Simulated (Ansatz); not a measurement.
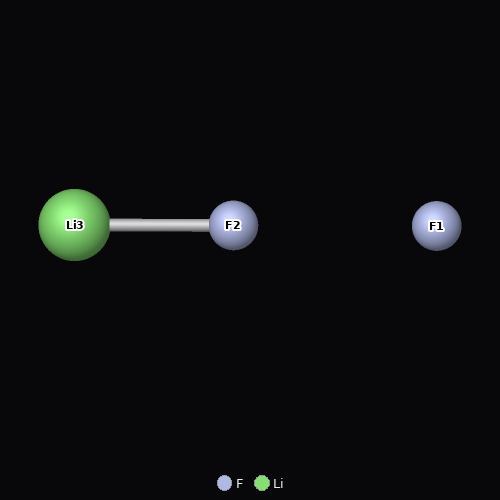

The system is F + FLi, spin multiplicity 2; the picture shows the reference structure. 
- Coordinates scanned: (1) distance F1–F2; (2) distance F2–Li3.
- Nothing is relaxed (the angle F1–F2–Li3 is fixed at 180 degrees).
- Grid: 9 × 9 points.
- Points are written as (first, second).
- Energies: eV, counted from the lowest grid point.
- Energies and slopes of some neighbouring points disagree (a jump in structure or state, or too coarse a mesh).
- All numbers below come from Ansatz 0.2.0, UKS wB97X-V/def2-TZVPD.

Its coordinates:

```xyz
3

F    -2.0610    0.0000    0.0000
F     0.0000    0.0000    0.0000
Li    1.6110    0.0000    0.0000
```

Range: distance F1–F2 from 0.960 to 2.560 Å; distance F2–Li3 from 1.504 to 3.104 Å.

> Predict the map.

The lowest grid point is at (2.061 Å, 1.611 Å). The highest grid point, (0.960 Å, 1.504 Å), lies 15.1 eV above the lowest.

| distance F2–Li3 ↓, distance F1–F2 → | 0.960 | 1.067 | 1.224 | 1.407 | 1.610 | 1.828 | 2.061 | 2.305 | 2.560 |
| --- | --- | --- | --- | --- | --- | --- | --- | --- | --- |
| 3.104 | 14.4 | 8.7 | 5.3 | 4.3 | 3.2 | 2.7 | 2.7 | 2.8 | 3.0 |
| 2.849 | 14.4 | 8.7 | 5.3 | 4.2 | 2.9 | 2.3 | 2.3 | 2.5 | 2.6 |
| 2.605 | 14.5 | 8.8 | 5.3 | 4.0 | 2.5 | 1.9 | 1.9 | 2.0 | 2.2 |
| 2.372 | 14.5 | 8.8 | 5.4 | 3.8 | 2.1 | 1.5 | 1.4 | 1.6 | 1.7 |
| 2.154 | 14.5 | 8.9 | 5.4 | 3.5 | 1.6 | 1.0 | 1.0 | 1.1 | 1.2 |
| 1.951 | 14.6 | 8.9 | 5.5 | 3.2 | 1.2 | 0.6 | 0.5 | 0.6 | 0.7 |
| 1.768 | 14.7 | 9.0 | 5.7 | 2.9 | 0.9 | 0.3 | 0.2 | 0.2 | 0.3 |
| 1.611 | 14.9 | 9.3 | 5.9 | 2.9 | 0.8 | 0.1 | 0.0 | 0.1 | 0.1 |
| 1.504 | 15.1 | 9.5 | 6.2 | 3.0 | 0.8 | 0.2 | 0.1 | 0.1 | 0.2 |

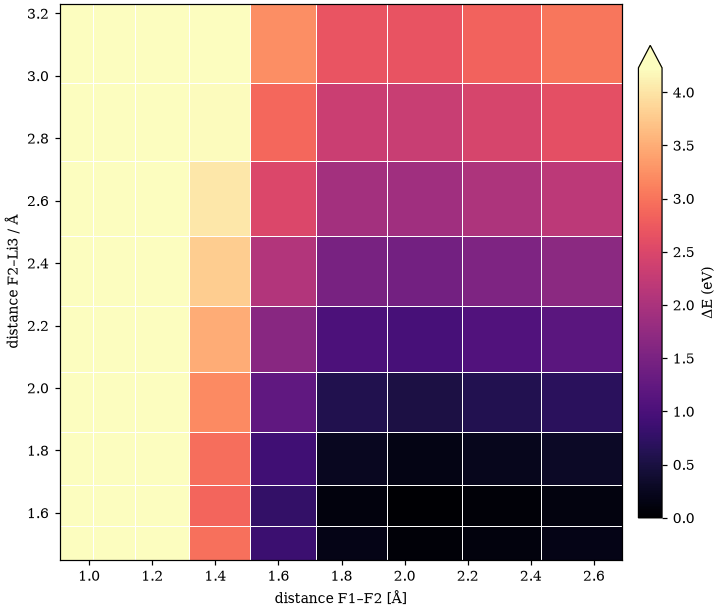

The picture shows one coloured cell a grid point, one colour for all values above the top of the scale.

The whole map (81 points run) took 19 min on 1 thread of Arm Neoverse V1 (shared host).
